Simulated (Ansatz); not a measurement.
Electronic density of states of amorphous Zr$_{20}$O$_{42}$Ti, density 5.28 g/cm³, on a 2×2×2 Γ-centred mesh with a Gaussian width of 0.1 eV; energies count from the Fermi level, whose place inside the gap is arbitrary. Cell and mesh are small, so fine structure isn't converged. Calculation: PBE, scalar-relativistic without spin-orbit coupling (plane waves to 420 eV, PAW; Ansatz, an electronic-structure program). Sampling: a 2×2×2 Γ-centred mesh; Fermi-Dirac width 0.02 eV; no spin polarisation.

Preparation: random packing, a CHGNet melt and quench, and a DFT relaxation. O atoms were pushed apart under 1.9 Å during the dynamics, to hinder bonds among them. The hot cell started wider than the set density and was brought back towards it in steps. It is the lowest in DFT energy of 2 quenches. It is a model cell: composition and starting density were chosen by hand, and all elements were melted together. No dispersion term was used. Its density started from a set value of 5.21 and ended at 5.28 g/cm³. The quench (nominally 380 K/ps over its main leg) was far faster than any real one, so the model tends to hold more defects than a real film. One small periodic cell is one sample of the glass; other quenches scatter about these values. Volume and shape were free in the relaxation. On a 2×2×2 Γ-centred mesh force components of up to 0.17 eV/Å stay, since the relaxation ran on the zone centre alone.

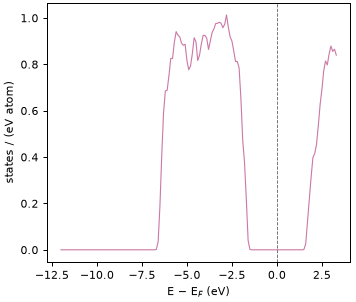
Figure. Density of states per atom

The gap on this mesh is 3.42 eV; the broadening fills part of it in the curve.
